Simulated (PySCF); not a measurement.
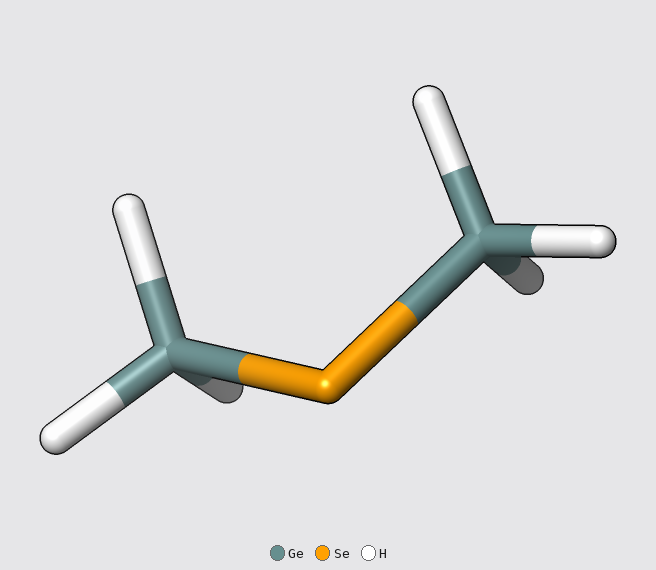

The geometry was computed by an optimisation with GFN2-xTB. No frequency run is at hand to confirm it as a minimum. Method: ωB97X-D/def2-SVPD, gas phase (PySCF 2.14.0). Excitations: vertical, linear response.

Q: Give the lowest vertical singlet excitation at this level.

A: 5.27 eV.

Q: What is the HOMO energy (Kohn–Sham orbital)?

A: −8.70 eV.

Q: Give the dipole moment at this level.

A: 1.09 D.

Q: What is the brightest of the 8 lowest singlets?

A: 7.17 eV.

The geometry is semi-empirical. Around Ge, Se such bond lengths and angles can be off by a tenth of an ångström or more and by several degrees, and values that hang on the shape move with them.
